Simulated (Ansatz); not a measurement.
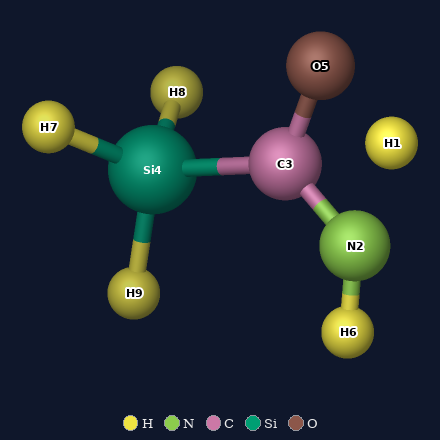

The system is the reacting system CH5NOSi (one molecule; an intramolecular 1,3-shift); the picture shows the reference structure. Coordinates scanned: (1) distance H1–O5 (bond that forms); (2) distance H1–N2 (bond that breaks). Relaxed at each point: all other coordinates. Grid: 10 × 10 points. Points are written as (first, second). Energies: kJ/mol, counted from a guessed transition structure relaxed with its forming and breaking bonds held. The reference is spin-restricted, so regions where a bond is pulled apart into radicals lie too high. The calculation used RKS PBE0-D4/def2-SVP in Ansatz.

Its coordinates:

```xyz
9

H    -0.9313    0.5451   -1.8943
N    -0.2176   -0.5475   -1.5474
C    -0.2906    0.2218   -0.5015
Si    0.4079    0.0238    1.2596
O    -0.9721    1.2634   -0.8365
H     0.2630   -1.4424   -1.5724
H     1.3468    1.1514    1.5125
H    -0.7313    0.0644    2.2172
H     1.1252   -1.2799    1.3628
```

Range: distance H1–O5 (bond that forms) from 0.873 to 2.673 Å; distance H1–N2 (bond that breaks) from 0.918 to 2.718 Å.

**What will the energy surface look like?**

The lowest grid point is at (2.427 Å, 1.033 Å), −176 kJ/mol from a guessed transition structure relaxed with its forming and breaking bonds held. There is a further well near (0.988 Å, 2.233 Å) (53 kJ/mol above the lowest at that grid point). The highest grid point, (0.873 Å, 0.918 Å), lies 878 kJ/mol above the lowest. On the interpolated surface the lowest path from the side where the first distance is long, about (2.52 Å, 1.02 Å), to the well on the other side, (0.988 Å, 2.233 Å), has its top at about (1.32 Å, 1.32 Å), about 179 kJ/mol above the start and 124 kJ/mol above the end.

```
second ↓, first →  0.873  0.988  1.148  1.329  1.526  1.736  1.957  2.188  2.427  2.673
            2.718    −61    −95    −52     35    129    211    274    321    353    375
            2.472    −86   −117    −69     21    117    199    260    302    330    347
            2.233    −94   −123    −75     14    108    185    240    275    295    305
            2.002    −83   −115    −71     12     98    164    207    231    241    244
            1.781    −53    −92    −59     11     80    129    156    165    165    164
            1.571      2    −51    −38      8     50     75     81     76     71     69
            1.374     92     15     −7      2      9      5    −10    −24    −33    −35
            1.193    234    117     45      4    −30    −63    −94   −115   −127   −128
            1.033    450    277    137     38    −36    −93   −136   −163   −176   −174
            0.918    702    471    267    121     16    −58   −108   −139   −152   −146
```

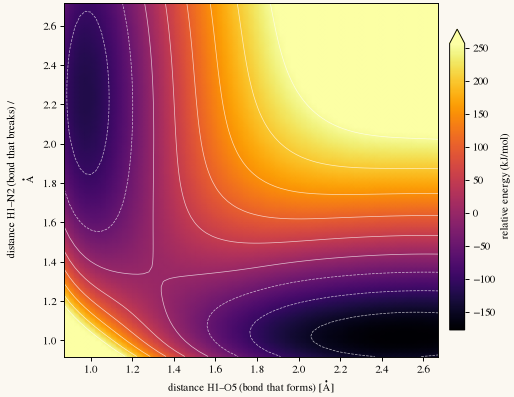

Drawn: a smooth colour map with a few white contour lines, one colour for all values above the top of the scale. Between grid points the surface is interpolated.

Each point was launched as `ansatz run input.yaml --threads 1 --pin off --max-ram 2560MiB --backend cpu --events-out ev --progress --plain --runs-dir out`. The whole map (100 points run) took 33 min on 1 thread of Arm Neoverse V1 (shared host).
